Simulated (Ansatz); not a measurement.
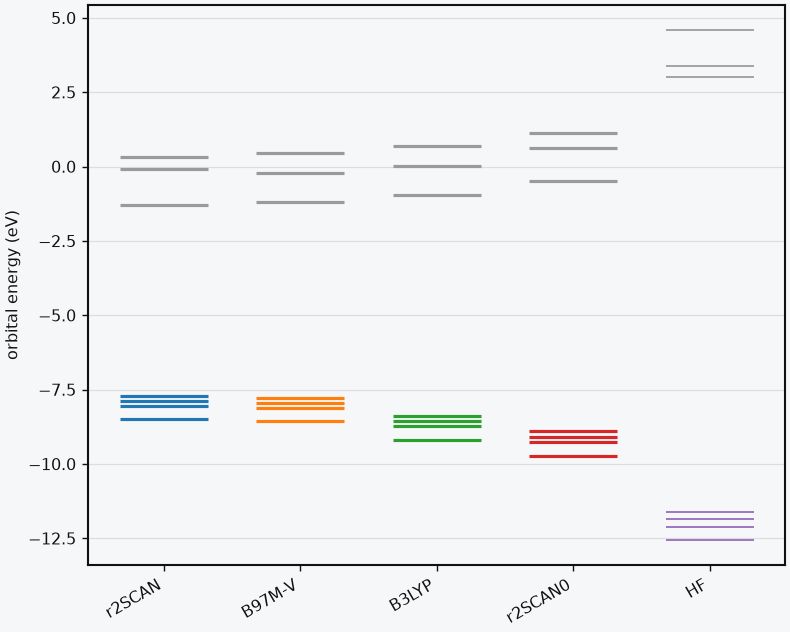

Frontier orbital energies of SiHOBr₂Cl, SMILES O[Si](Cl)(Br)Br at one geometry, def2-TZVPP, the Ansatz code, at a PBE0-D4/def2-TZVP geometry (a minimum by its frequencies). Empty levels are grey, levels within 0.1 eV stand side by side; all columns show the same few orbitals around the gap.

How do the frontier levels move from column to column?

The separation grows from 6.43 eV (r2SCAN) to 14.61 eV (HF).

| level | HOMO (eV) | LUMO (eV) | separation (eV) |
| --- | --- | --- | --- |
| r2SCAN | −7.71 | −1.29 | 6.43 |
| B97M-V | −7.78 | −1.19 | 6.60 |
| B3LYP | −8.38 | −0.95 | 7.42 |
| r2SCAN0 | −8.89 | −0.49 | 8.41 |
| HF | −11.60 | 3.02 | 14.61 |

Caveats, for all or some of the runs: empty levels above zero depend strongly on the basis; no scalar relativity up to krypton; spin-orbit coupling is left out, and with Br it can shift these levels and split any degenerate set.
